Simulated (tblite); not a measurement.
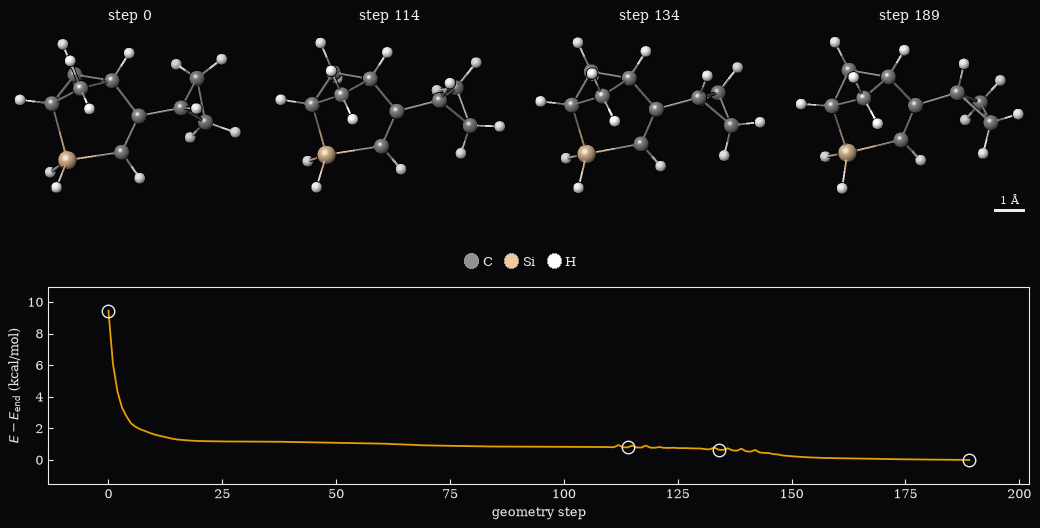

Frames of a relaxation of C9H14Si, marked on the history of the run. The picture is a ball-and-stick view, seen at a tilt.

Computed with GFN2-xTB geometry optimisation, gas phase in tblite. 

Q: Describe the path.

A: The atom that moves furthest after the best rigid fit is an H atom (1.99 Å). By element the largest moves are H 1.99 Å, C 1.00 Å, Si 0.41 Å. Among the contacts that change: C–Si 2.024 → 1.897 Å, C–C 1.574 → 1.540 Å, C–C 1.530 → 1.504 Å, C–C 1.454 → 1.479 Å. Among the angles between lasting bonds that change: Si–C–H 116.3° → 120.6°, Si–C–H 112.6° → 116.7°, C–C–C 115.6° → 111.9°. Groups turn about C–C by about 85°. Over 189 geometry steps the energy falls by 9.45 kcal/mol. From step 0 to 114: H atoms move most (1.04 Å), energy −8.65 kcal/mol. From step 114 to 134: an H atom moves most (0.37 Å), energy −0.15 kcal/mol. From step 134 to 189: an H atom moves most (0.63 Å), energy −0.65 kcal/mol.
